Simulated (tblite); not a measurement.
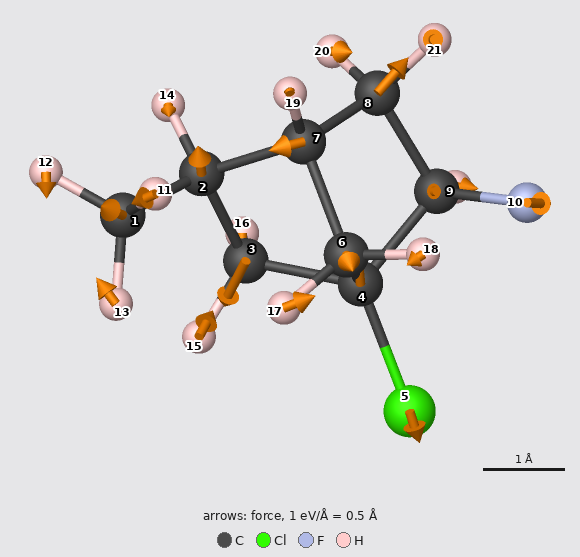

Starting geometry of C8H12ClF with the computed forces as orange arrows. A ball-and-stick model, seen at a tilt.

The calculation used GFN2-xTB geometry optimisation, gas phase (tblite 0.8.0). 

Question: Is this structure relaxed? If not, where do the atoms go?

Answer: It isn't relaxed: the largest force vector, on a C atom, is 1.90 eV/Å. The final displacements have little in common with the starting forces (cosine between the two patterns 0.25). The energy falls by 82.8 kJ/mol in 92 geometry steps. The atom that moves furthest after the best rigid fit is an H atom (1.24 Å). By element the largest moves are H 1.24 Å, F 0.75 Å, C 0.25 Å, Cl 0.15 Å. Near-neighbour distances that change, for instance: C–Cl 1.720 → 1.770 Å, C–C 1.507 → 1.545 Å, C–C 1.496 → 1.535 Å, C–H 1.119 → 1.089 Å. Bond angles that change, for instance: F–C–H 113.9° → 105.8°, C–C–C 106.3° → 113.0°, H–C–H 114.6° → 108.4°. Groups turn about C–C by about 55°, C–C by about 25°. The run took 3.6 s on 1 thread of Intel(R) Xeon(R) Processor @ 2.50GHz (shared host).
